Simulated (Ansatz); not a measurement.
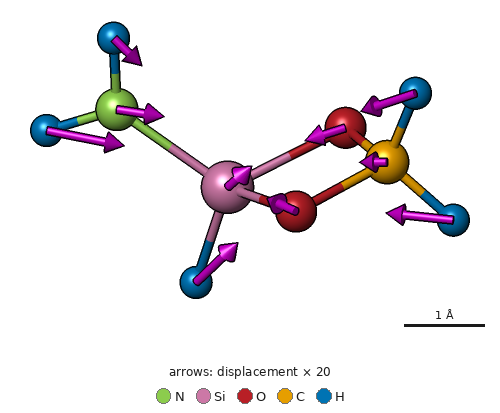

This is a relaxation of CH₅NO₂Si. The starting structure is drawn; purple arrows show the displacements, magnified 20 times. The two geometries are superimposed by the best rigid fit.

Style: ball-and-stick. Shown at a tilt.

The start comes from PBE-D4/def2-SVP.

The calculation used RKS PBE0-D4/def2-TZVP (Ansatz). Settings: force threshold 0.005 eV/Å; at most 150 steps.

Question: Atoms of which element are displaced furthest, and by how much?

Answer: Hydrogen: up to 0.051 Å, against 0.032 Å for nitrogen.

Question: What did the optimiser do to the structure, and how much energy did it gain?

Answer: An H atom moves most after the best rigid fit: 0.051 Å. Largest moves by element: H 0.051 Å, N 0.032 Å, O 0.029 Å, Si 0.025 Å, C 0.019 Å. Some distances before and after: O–Si 1.714 → 1.670 Å, N–Si 1.703 → 1.680 Å, C–H 1.116 → 1.095 Å, H–Si 1.496 → 1.478 Å. After 4 accepted moves (5 points after the start) the energy has fallen by 0.096 eV. Largest force component: 1.1 eV/Å at the start, 0.0022 eV/Å at the end. The line search rejected the trial step at point 4 of the run. The run took 14 s on 4 threads of AMD EPYC 9B14 (shared host).
